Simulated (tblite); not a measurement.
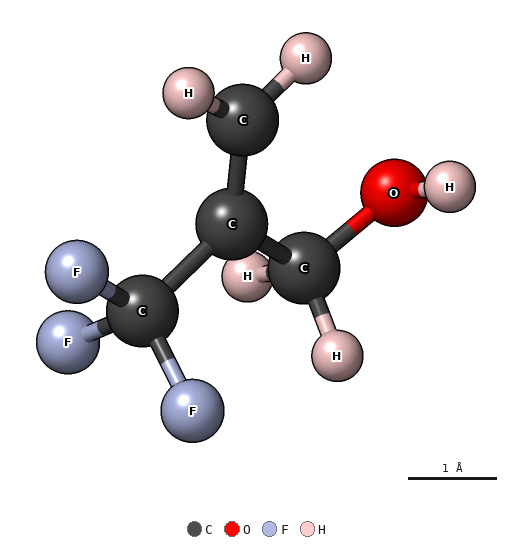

**Figure 1.** The input geometry (ball-and-stick view, seen at a tilt).

## Molecular dynamics, with input and output: C4H5F3O

C4H5F3O, SMILES C=C(CO)C(F)(F)F, computed with GFN2-xTB Langevin dynamics, gas phase (tblite 0.8.0).

Input file:
```
{"job": {"kind": "md", "xc": "GFN2-xTB", "basis": "xTB", "temperature": 200, "steps": 2000, "every": 50}, "charge": 0, "multiplicity": 1}
C     -0.550767     1.326555    -0.555900
C     -0.206474     0.121674    -0.133240
C      1.207932    -0.335444     0.138310
O      2.160055     0.680109     0.028042
C     -1.236103    -0.945587     0.120222
F     -1.224771    -1.359256     1.402767
F     -1.015377    -2.043795    -0.624099
F     -2.488382    -0.553863    -0.138004
H      0.201091     2.071538    -0.751278
H     -1.575800     1.598317    -0.736955
H      1.483895    -1.091277    -0.605358
H      1.242386    -0.813020     1.130230
H      1.997927     1.344537     0.707535
```

The first line tells a small driver script what to run in tblite; the rest is the geometry in Å.

Command:
```bash
OMP_NUM_THREADS=1 python <driver script> task.json out
```

What the program printed:
```
t/fs     T/K      E/eV
    0.0   166.7   -798.63585
   25.0   136.0   -798.47329
   50.0   203.9   -798.47916
   75.0   191.6   -798.50632
  100.0   159.2   -798.43157
  125.0   228.5   -798.38293
  150.0   219.2   -798.44495
  175.0   196.4   -798.44718
  200.0   188.2   -798.47556
  225.0   148.3   -798.34070
  250.0   174.1   -798.31791
  275.0   222.2   -798.44748
  300.0   151.1   -798.43175
  325.0   126.3   -798.41479
  350.0   176.2   -798.47037
  375.0   165.2   -798.43883
  400.0   215.4   -798.38964
  425.0   238.7   -798.35351
  450.0   190.6   -798.33152
  475.0   214.7   -798.37350
  500.0   216.0   -798.27523
  525.0   210.9   -798.26059
  550.0   141.9   -798.15318
  575.0   190.0   -798.28584
  600.0   206.0   -798.38858
  625.0   187.7   -798.32871
  650.0   115.2   -798.27365
  675.0   269.8   -798.40100
  700.0   170.4   -798.20795
  725.0   217.4   -798.37360
  750.0   212.4   -798.32692
  775.0   285.8   -798.29820
  800.0   271.0   -798.34351
  825.0   263.8   -798.30136
  850.0   260.4   -798.36502
  875.0   228.5   -798.31754
  900.0   214.4   -798.34264
  925.0   213.0   -798.24521
  950.0   219.1   -798.27171
  975.0   215.7   -798.30741
 1000.0   214.0   -798.26676
```

Trajectory as extended XYZ (Å, eV, eV/Å), 16 of the 41 frames kept, from step=0 to step=40:
```
13
Properties=species:S:1:pos:R:3:forces:R:3 step=0 time_fs=0.0 energy=-798.63585 temperature=166.7
C    -0.5508    1.3266   -0.5559    0.0016   0.0016  -0.0039
C    -0.2065    0.1217   -0.1332   -0.0029   0.0033   0.0024
C     1.2079   -0.3354    0.1383   -0.0009   0.0045  -0.0031
O     2.1601    0.6801    0.0280   -0.0013   0.0007   0.0014
C    -1.2361   -0.9456    0.1202   -0.0006  -0.0034  -0.0006
F    -1.2248   -1.3593    1.4028   -0.0005   0.0019   0.0045
F    -1.0154   -2.0438   -0.6241   -0.0031  -0.0051   0.0021
F    -2.4884   -0.5539   -0.1380    0.0027  -0.0019  -0.0019
H     0.2011    2.0715   -0.7513    0.0033  -0.0001  -0.0010
H    -1.5758    1.5983   -0.7370    0.0034   0.0011   0.0042
H     1.4839   -1.0913   -0.6054    0.0043   0.0015  -0.0012
H     1.2424   -0.8130    1.1302   -0.0021  -0.0023  -0.0042
H     1.9979    1.3445    0.7075   -0.0041  -0.0018   0.0012
13
Properties=species:S:1:pos:R:3:forces:R:3 step=3 time_fs=75.0 energy=-798.50632 temperature=191.6
C    -0.6850    1.2757   -0.6362    0.7403   0.5371  -0.4776
C    -0.3190    0.1083   -0.1591   -0.1347  -0.0062  -0.0401
C     1.0549   -0.3151    0.2107    0.8300   0.8603   1.1063
O     1.9715    0.7720    0.2249   -0.1249  -0.5232  -0.1909
C    -1.2975   -0.9865    0.0794    0.0622   0.2501   0.7501
F    -1.1736   -1.4778    1.3389    0.0921  -0.3306  -0.1300
F    -1.0894   -1.9798   -0.7759   -0.2426  -0.5727  -0.1368
F    -2.5606   -0.6012    0.0158   -0.6407   0.0279  -0.4323
H     0.0600    2.0319   -0.8689   -0.1899  -0.1871   0.1987
H    -1.6804    1.4766   -0.9294   -0.6780   0.1948  -0.0219
H     1.4329   -1.0449   -0.4983    0.1252  -0.1467  -0.0413
H     0.9986   -0.7452    1.2400    0.2122  -0.1316  -0.5555
H     1.7637    1.3459    0.9689   -0.0511   0.0278  -0.0288
13
Properties=species:S:1:pos:R:3:forces:R:3 step=5 time_fs=125.0 energy=-798.38293 temperature=228.5
C    -0.6460    1.3233   -0.4843   -1.3670  -0.3830  -0.5035
C    -0.3086    0.0954   -0.1131   -0.1842   0.6565   0.0383
C     1.1167   -0.2599    0.2092    0.7281   0.4441  -0.8954
O     2.0015    0.8678    0.3010   -0.8662  -1.1692   0.2048
C    -1.3168   -1.0074    0.0418   -0.4829  -0.4739  -0.9684
F    -1.2512   -1.5748    1.2244    0.1057  -0.2480   1.1525
F    -1.1334   -2.0612   -0.8222    0.0175   0.7761   0.0609
F    -2.6128   -0.6303   -0.1110    0.7102   0.0611  -0.1311
H     0.0953    2.0846   -0.5618    0.1504   0.2826  -0.0746
H    -1.6762    1.5506   -0.8219    0.8628  -0.0452   0.4532
H     1.5103   -0.6878   -0.7255   -0.0378  -0.7147   0.3561
H     1.1330   -0.9715    1.0552    0.4188   0.3926  -0.2007
H     1.6528    1.4539    0.9646   -0.0553   0.4208   0.5077
13
Properties=species:S:1:pos:R:3:forces:R:3 step=8 time_fs=200.0 energy=-798.47556 temperature=188.2
C    -0.9458    1.2996   -0.3957   -0.1794  -0.5889   0.3098
C    -0.4572    0.0983   -0.0805    0.2939   1.6062   0.1375
C     1.0112   -0.2410    0.1423   -0.7520  -0.4632  -0.5664
O     1.8962    0.8096    0.3509   -0.6272   0.0226   0.2794
C    -1.3678   -1.0639    0.0654    0.3113  -0.2522   0.7637
F    -1.2331   -1.6996    1.2609   -0.3131   0.4545   0.2963
F    -1.0342   -2.0251   -0.7798   -0.2218  -0.5431  -1.0867
F    -2.6487   -0.7403   -0.0812   -0.1447  -0.3270  -0.0427
H    -0.3217    2.1542   -0.5472    0.2470   0.0914   0.0163
H    -2.0135    1.4614   -0.4811    0.2184  -0.0370  -0.1127
H     1.2927   -0.7261   -0.7922    0.4781  -0.2016  -0.0955
H     1.0081   -1.0023    0.9355    0.4014   0.1053   0.1483
H     1.5384    1.3079    1.0984    0.2880   0.1331  -0.0472
13
Properties=species:S:1:pos:R:3:forces:R:3 step=11 time_fs=275.0 energy=-798.44748 temperature=222.2
C    -1.0488    1.2417   -0.1897    0.2588  -0.4080   0.0299
C    -0.5730    0.0132   -0.0082   -0.3230  -0.5712   0.0787
C     0.8775   -0.3310    0.3006   -0.9080   0.7362   0.1439
O     1.5892    0.8457    0.5008    0.6382  -0.0696   0.3277
C    -1.3835   -1.2786    0.0269   -1.1079   1.0123   0.1240
F    -1.3721   -1.8542    1.2621    0.0501   0.1765  -0.7157
F    -0.8949   -2.1447   -0.8513   -0.0735  -0.3845   0.0473
F    -2.7164   -1.1042   -0.2769    1.0606  -0.1426   0.2085
H    -0.3448    2.0726   -0.1906   -0.3407  -0.2411  -0.0675
H    -2.0928    1.4585   -0.3644    0.1949  -0.1210   0.0428
H     1.3576   -0.8806   -0.4863    0.2017  -0.0395  -0.8013
H     0.8471   -1.0412    1.1307    0.2871   0.2106   0.6182
H     1.1927    1.3527    1.2225    0.0616  -0.1581  -0.0366
13
Properties=species:S:1:pos:R:3:forces:R:3 step=13 time_fs=325.0 energy=-798.41479 temperature=126.3
C    -1.3081    1.0571   -0.0555    0.0864  -1.0521   0.3973
C    -0.6364   -0.0961    0.0251   -0.5591   0.5323   0.1740
C     0.8682   -0.2153    0.3233   -0.0600  -0.1638  -0.9659
O     1.5061    1.0380    0.5688   -0.4279  -1.4352  -0.7846
C    -1.4816   -1.3781    0.0096    0.7088  -0.1105   0.6791
F    -1.5319   -1.9456    1.2646    0.0562   0.4263  -0.5206
F    -0.9413   -2.3349   -0.7593   -0.1712   0.1162  -0.1455
F    -2.7600   -1.2122   -0.3503    0.4969   0.0207  -0.0666
H    -0.8558    2.0046    0.0555    0.5807   0.5453  -0.1099
H    -2.3788    1.0757   -0.1123   -0.1667  -0.0730  -0.2375
H     1.4152   -0.6952   -0.5535   -0.6563   0.6149   0.8427
H     0.9274   -0.9258    1.1626    0.3135   0.2336   0.0380
H     1.2754    1.3102    1.4449   -0.2012   0.3454   0.6995
13
Properties=species:S:1:pos:R:3:forces:R:3 step=16 time_fs=400.0 energy=-798.38964 temperature=215.4
C    -1.4407    1.0225    0.1404    0.6199  -1.5710   0.2305
C    -0.7791   -0.1428    0.1209   -1.1197   1.4713  -0.0656
C     0.6913   -0.2581    0.2248   -0.4272  -0.8113   0.8342
O     1.2806    0.8351    0.7937    0.6750   1.0294   0.0266
C    -1.4992   -1.4327    0.1080   -1.1756  -0.8232   0.1569
F    -1.6186   -1.9909    1.3472    0.1822   0.3847  -0.1683
F    -0.8540   -2.3567   -0.6061   -0.1982  -0.1179  -0.3476
F    -2.7972   -1.3628   -0.3294    1.0185  -0.0167   0.0014
H    -0.9158    1.9303    0.2869    0.1154   0.5828  -0.2154
H    -2.4915    0.9764    0.0808   -0.8329   0.4091  -0.0181
H     1.0940   -0.4198   -0.7485    0.6103  -0.1894  -0.7589
H     0.8457   -1.1331    0.8630    0.4712  -0.5123  -0.0068
H     0.7119    1.1286    1.5081    0.0610   0.1644   0.3312
13
Properties=species:S:1:pos:R:3:forces:R:3 step=19 time_fs=475.0 energy=-798.37350 temperature=214.7
C    -1.4165    0.9433    0.4734   -0.1684  -0.4334  -0.3445
C    -0.8085   -0.2150    0.2466   -0.4415   0.9362  -0.0019
C     0.6521   -0.3549    0.2302    1.4731  -1.0893  -0.1716
O     1.3958    0.5536    0.9710   -0.0213   0.8207   0.1171
C    -1.5720   -1.4853    0.2312    0.1623  -0.7873  -0.4837
F    -1.5114   -2.0325    1.4563   -0.4399  -0.2041   0.1092
F    -1.0316   -2.4718   -0.5885   -0.8507   1.1361   0.4971
F    -2.8611   -1.2680   -0.0932    0.5196  -0.7182   0.0648
H    -0.7742    1.8080    0.4975   -0.4448   0.2109   0.1817
H    -2.4994    0.9602    0.5318    0.3712   0.4867   0.0592
H     1.0683   -0.2888   -0.7944   -0.2355  -0.1115   0.2747
H     0.8757   -1.3610    0.6314    0.0869  -0.1647  -0.2934
H     1.0310    0.6414    1.8602   -0.0110  -0.0820  -0.0089
13
Properties=species:S:1:pos:R:3:forces:R:3 step=21 time_fs=525.0 energy=-798.26059 temperature=210.9
C    -1.2435    0.9352    0.4927   -0.2539  -0.1049   0.0783
C    -0.7446   -0.2509    0.2287    0.7455  -1.2635  -0.3468
C     0.7917   -0.4037    0.0960   -0.1507   1.3643   1.1663
O     1.4527    0.5525    1.0052   -0.8170  -1.5932  -1.1196
C    -1.6654   -1.4622    0.2240    0.7029  -0.1812   0.7139
F    -1.6240   -2.0226    1.4692    0.0239   0.0025  -0.0313
F    -1.3829   -2.4665   -0.6058    0.4710   0.0616  -0.3155
F    -2.9343   -1.1736    0.0097   -0.5389   0.4374  -0.1302
H    -0.4913    1.6813    0.5544   -0.0787   0.9203   0.1418
H    -2.2915    1.1036    0.6679    0.1264   0.2137  -0.0805
H     1.1259   -0.0620   -0.8577   -0.0302   0.3598  -0.9473
H     1.1914   -1.4075    0.1866   -0.2647  -0.2872   0.5426
H     1.2718    0.2329    1.8895    0.0644   0.0702   0.3284
13
Properties=species:S:1:pos:R:3:forces:R:3 step=24 time_fs=600.0 energy=-798.38858 temperature=206.0
C    -1.4242    0.9943    0.3129    0.9364  -1.2909   0.0592
C    -0.9082   -0.2350    0.2184   -0.2716   0.7789   0.1765
C     0.5453   -0.5602    0.1605    0.6374   0.1028  -1.1032
O     1.3959    0.3224    0.8288   -0.4277   0.0908   0.2431
C    -1.7692   -1.4355    0.1994   -0.0892  -0.5604   1.3390
F    -1.6020   -2.1890    1.3668   -0.4066   0.6976  -0.6023
F    -1.4490   -2.3131   -0.7442   -0.3945   0.0440  -0.5247
F    -3.0545   -1.0735    0.1351   -0.0122  -0.7864  -0.1595
H    -0.6631    1.7414    0.2768   -0.2822   0.7841   0.1435
H    -2.4710    1.1357    0.4586   -0.1150   0.4409  -0.1535
H     0.8532   -0.5280   -0.9063    0.0324  -0.0599   0.3240
H     0.6919   -1.5788    0.5049    0.0975  -0.4137   0.1908
H     1.0514    0.3727    1.7301    0.2953   0.1723   0.0672
13
Properties=species:S:1:pos:R:3:forces:R:3 step=27 time_fs=675.0 energy=-798.40100 temperature=269.8
C    -1.4386    0.9939    0.4308   -0.6205  -0.3210   0.2823
C    -0.9822   -0.2333    0.2896    1.2346  -0.8847  -0.1876
C     0.5074   -0.6367    0.3094   -0.2976   1.7688   0.0118
O     1.2584    0.5086    0.7571   -0.2368  -0.8602   0.0461
C    -1.9109   -1.4033    0.1692   -0.0674  -0.2312  -1.0810
F    -1.7306   -2.2323    1.1730    0.0644  -0.6992   1.0126
F    -1.7106   -2.1936   -0.9445   -0.0783   0.7976   0.4305
F    -3.2074   -1.0716    0.1713    0.0155  -0.0210  -0.1544
H    -0.7927    1.8354    0.6178   -0.2549  -0.0337  -0.2037
H    -2.5210    1.0438    0.4399    0.2215   0.7790  -0.0277
H     0.8246   -0.7936   -0.7418   -0.0048  -0.1488   0.5976
H     0.6912   -1.5193    0.9415   -0.0812   0.2028  -0.2427
H     0.9707    0.7775    1.6505    0.1056  -0.3484  -0.4838
13
Properties=species:S:1:pos:R:3:forces:R:3 step=29 time_fs=725.0 energy=-798.37360 temperature=217.4
C    -1.5123    1.0207    0.3510   -1.0619  -0.3550  -0.0982
C    -0.9742   -0.1838    0.3591   -0.4885  -0.7550  -1.6289
C     0.5029   -0.5003    0.2891   -0.5883  -0.4361   0.2561
O     1.2174    0.5474    0.8234    0.7510   0.3204   0.5764
C    -1.9043   -1.3453    0.0709    0.2267  -0.4150   1.3729
F    -1.7318   -2.2459    1.0865   -0.0731  -0.2769  -0.3295
F    -1.7380   -2.0131   -1.0723    0.3930   0.1862   0.0268
F    -3.1930   -1.0246    0.1191   -0.3327   0.1460  -0.0761
H    -0.8781    1.8667    0.3623    0.1071   0.6899   0.3003
H    -2.6157    1.0869    0.2825    1.0316   0.4226   0.1187
H     0.7988   -0.5259   -0.7540    0.0278  -0.3030  -0.3668
H     0.7166   -1.4911    0.7688   -0.0785   0.5820  -0.2525
H     1.0562    0.5567    1.7729    0.0859   0.1940   0.1009
13
Properties=species:S:1:pos:R:3:forces:R:3 step=32 time_fs=800.0 energy=-798.34351 temperature=271.0
C    -1.5203    1.0745    0.3284   -0.2409  -0.9916  -0.2107
C    -1.1050   -0.1862    0.4405   -0.6864  -0.1267  -1.3884
C     0.3290   -0.5820    0.4832    1.2179   0.7784   0.1689
O     1.1579    0.5384    0.8223   -0.0668  -1.0715  -1.1332
C    -1.9627   -1.3996    0.0767   -0.1109   1.0925   0.6452
F    -1.6916   -2.4202    0.9386   -0.6082   0.3353  -0.8106
F    -1.7152   -1.7830   -1.1799    0.1267  -0.4397   0.1666
F    -3.2823   -1.0982    0.0992    0.4235  -0.5261   0.3233
H    -0.7734    1.8226    0.4474    0.0419   0.5718   0.0438
H    -2.5283    1.3302    0.0317    0.1759   0.0228   0.4152
H     0.6690   -0.9481   -0.5282   -0.3025   0.3048   0.9430
H     0.4673   -1.3532    1.2418    0.1642  -0.3841  -0.0641
H     0.8407    0.8444    1.6558   -0.1345   0.4340   0.9009
13
Properties=species:S:1:pos:R:3:forces:R:3 step=35 time_fs=875.0 energy=-798.31754 temperature=228.5
C    -1.6236    0.9959    0.3995   -1.1216  -2.1956  -0.7665
C    -1.1164   -0.2482    0.4714   -0.2959   1.5755  -0.1768
C     0.2729   -0.5600    0.8892   -0.1882   0.2108   2.0131
O     1.1742    0.4653    0.7289    0.6877   0.3353  -0.4267
C    -1.9598   -1.4159    0.1344   -0.4353  -0.0948  -0.0145
F    -1.6773   -2.5342    0.8383    0.1004   0.2500  -0.3134
F    -1.9655   -1.7136   -1.1615    0.6367  -0.5279  -0.6382
F    -3.2294   -1.1303    0.3644   -1.2334  -0.0095   0.6445
H    -1.0891    1.8299    0.6705    1.1894   1.4654   0.4136
H    -2.6246    1.2141    0.0118    0.4248  -0.3929   0.3409
H     0.6742   -1.4111    0.4144    0.3493  -1.0117  -0.9654
H     0.2271   -0.8446    1.9784   -0.0538  -0.0030  -0.3179
H     0.9440    1.1814    1.3154   -0.0600   0.3984   0.2073
13
Properties=species:S:1:pos:R:3:forces:R:3 step=37 time_fs=925.0 energy=-798.24521 temperature=213.0
C    -1.6004    1.0112    0.2614    0.3786   0.9654  -0.7294
C    -1.1609   -0.2064    0.5372   -0.5503  -0.1732   0.5849
C     0.1839   -0.6248    1.0035    1.6020  -1.2538   0.3428
O     1.2441    0.2705    0.7951   -0.7619   1.3178   0.4976
C    -2.0347   -1.4164    0.2477   -0.4699  -0.1761   0.3764
F    -1.7371   -2.5820    0.8754    0.4995   0.5603  -0.1124
F    -1.9278   -1.6601   -1.0603   -0.2433  -0.3013  -0.3434
F    -3.3412   -1.2698    0.5405    0.1109   0.4655  -0.2818
H    -0.9799    1.9203    0.2393    0.0189  -0.7863   0.4855
H    -2.5500    1.2615   -0.1892   -0.1902  -0.5821   0.2566
H     0.4492   -1.5508    0.4288   -0.0060   0.6077   0.0931
H     0.2836   -0.9847    2.0701   -0.8464   0.3861  -0.5165
H     1.0046    1.1145    1.2714    0.4581  -1.0299  -0.6534
13
Properties=species:S:1:pos:R:3:forces:R:3 step=40 time_fs=1000.0 energy=-798.26676 temperature=214.0
C    -1.5532    0.8876    0.3619    0.4890   0.2950  -0.2836
C    -1.1633   -0.3681    0.5404   -0.4224  -0.1782   0.4424
C     0.1597   -0.7524    1.1818   -0.0597   2.1392  -0.4894
O     1.1286    0.2468    0.8864   -0.0065   0.7259   0.2881
C    -2.0658   -1.5333    0.1712    1.2014  -0.1428  -0.8793
F    -1.7069   -2.7095    0.6927    0.4990  -0.1872   0.4326
F    -2.0376   -1.7493   -1.1674    0.1408   0.1716  -0.2414
F    -3.3194   -1.4016    0.4679   -1.6208   0.6562   0.5575
H    -0.8996    1.7386    0.5790   -0.2473  -0.4905   0.0722
H    -2.4493    1.2022   -0.1307   -0.3839  -0.3100   0.0105
H     0.5578   -1.6244    0.7010    0.1072  -0.6670   0.2189
H     0.0151   -0.8027    2.2713    0.1017  -0.4764  -0.1323
H     0.8218    1.1850    1.0460    0.2016  -1.5358   0.0039
```

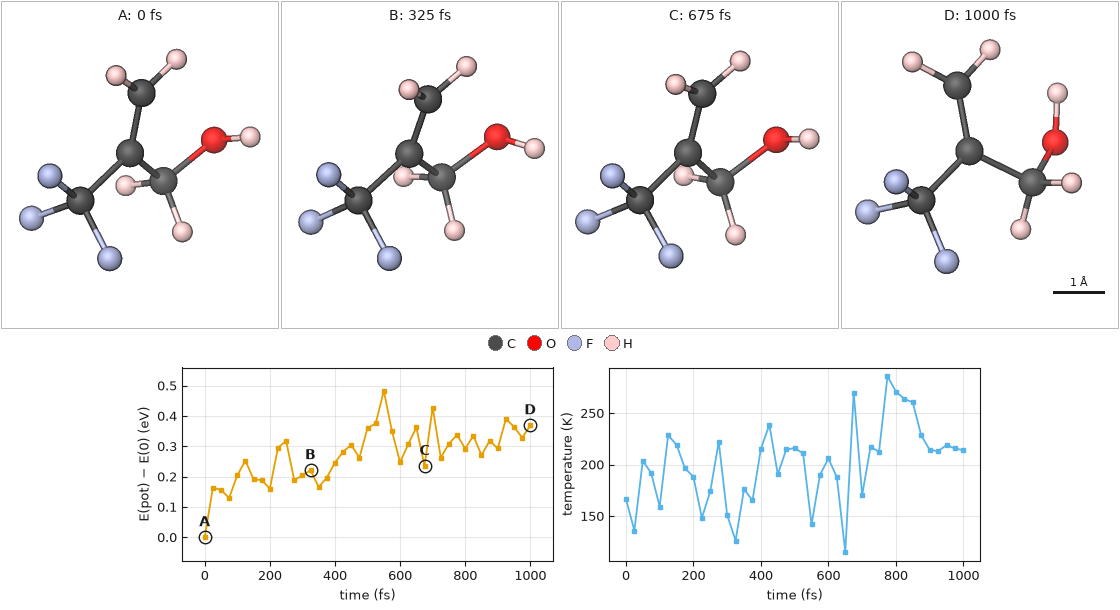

**Figure 2.** Frames of the molecular dynamics (ball-and-stick, seen at a tilt) above the curves, on which the letters mark them. The trajectory kept here has 41 frames over 1000 fs. The temperature starts at 167 K, ranges from 115 to 286 K and averages 215 K over the second half. The potential energy ends 0.369 eV above its first value. After an unweighted best fit of the last frame on the first, the root-mean-square displacement is 0.61 Å, and F6 has moved furthest (1.03 Å).

Key numbers:

| quantity | value |
| --- | --- |
| outcome | finished |
| mean temperature over the second half | 215 K |
| trajectory | 41 frames kept, 1000 fs |
| hardware | 1 CPU thread, shared host |
| wall time | 8.4 s |
| peak memory | 0.18 GiB |
